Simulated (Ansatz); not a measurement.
Input file:

```
crystal:
  periodic: [false, false, false]
  atoms:
    - { symbol: B, position_ang: [0.003758, -0.410726, -0.421126] }
    - { symbol: Cl, position_ang: [0.008591, 0.107004, 2.593367] }
    - { symbol: F, position_ang: [1.150738, 0.200245, -0.655694] }
    - { symbol: F, position_ang: [-1.145057, 0.16421, -0.727956] }
    - { symbol: F, position_ang: [0.008152, -1.652944, 0.052521] }
    - { symbol: H, position_ang: [0.094117, -1.136988, 2.109587] }
basis:
  gaussian: { orbitals: def2-SVP }
hamiltonian:
  xc: pbe
  dispersion: d4
relax:
  f_tol: 0.03
  max_steps: 50
output:
  orbitals: {}
```

Command:

```sh
ansatz run input.yaml --threads 1 --pin off --max-ram 2048MiB --backend cpu --events-out ev --progress --plain --runs-dir out
```

The fields are those of the run's last geometry, not of the input's.

Level of theory: RKS PBE-D4/def2-SVP (Ansatz).

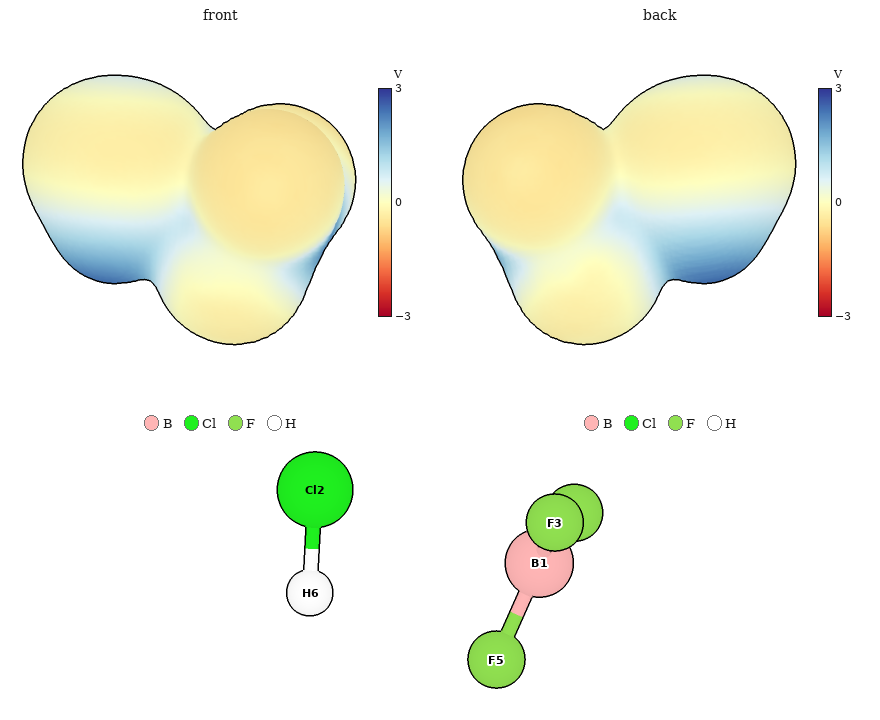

BF$_{3}$···HCl. The molecular electrostatic potential painted on the density surface at 0.002 e/bohr³, seen from the front and from behind; red is negative and blue positive. The bare structure is drawn below in the same view.

Q: Which sites attract a positive test charge, and which a negative one?

A: A positive charge is drawn to the negative regions and a negative charge to the positive ones. The most negative region (about −0.5 V) lies over F3 and F4, the most positive (about +2.4 V) over H6. Cl2 shows a σ-hole: about +0.6 V at the tip opposite its bond, against about −0.2 V on its flanks.
